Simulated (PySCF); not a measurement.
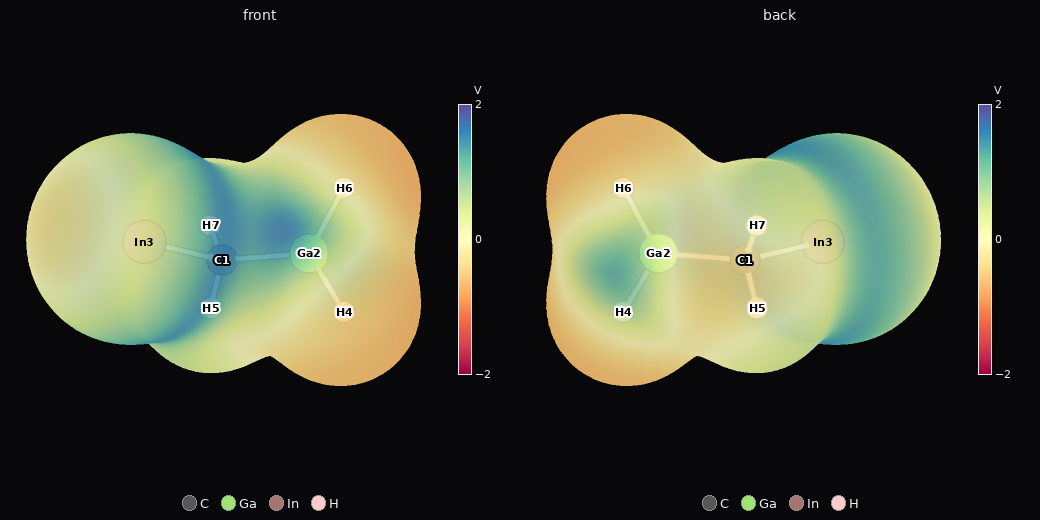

CH4GaIn. The electrostatic potential painted on the density surface at 0.001 e/bohr³, seen from the front and from behind; the colour scale runs from red (negative) to blue (positive).

Geometry: PBE0-D3(BJ)/def2-SVP; core potentials replace the inner electrons of In.

Level of theory: PySCF, Gaussian-basis quantum chemistry of an isolated molecule with PySCF, energy and nuclear gradient, functional PBE0.

The calculation's input:

```
from pyscf import gto, dft

molecule = gto.M(
    atom='''
C      0.083278    -0.384010    -1.010025
Ga     1.242245     0.096504     0.453594
In    -0.977692    -2.397076    -0.959479
H      2.760721    -0.335144     0.449302
H      0.631658    -0.443211    -1.969086
H      0.659515     0.808093     1.736700
H     -0.767525     0.316081    -1.110151
''',
    ecp={'In': 'def2-svp'},
    max_memory=3720,
    basis='def2-tzvpd',
    verbose=3,
)

mf = dft.RKS(molecule, xc='pbe0')
mf = mf.density_fit(auxbasis='def2-universal-jkfit')
mf.grids.level = 3
mf.conv_tol = 1e-09
mf.max_cycle = 100
mf.kernel()
if not mf.converged:
    mf = mf.newton().run(mf.mo_coeff, mf.mo_occ)

energy = mf.e_tot
print('E = %.10f Eh' % energy)
grad = mf.nuc_grad_method().kernel()
mf.analyze()
```

Command:

```sh
OMP_NUM_THREADS=2 python job.py
```

Q: Where is the surface potential most negative and most positive?

A: The most negative region (about −0.7 V) lies over H4 and H6, the most positive (about +1.6 V) over Ga2 and In3.
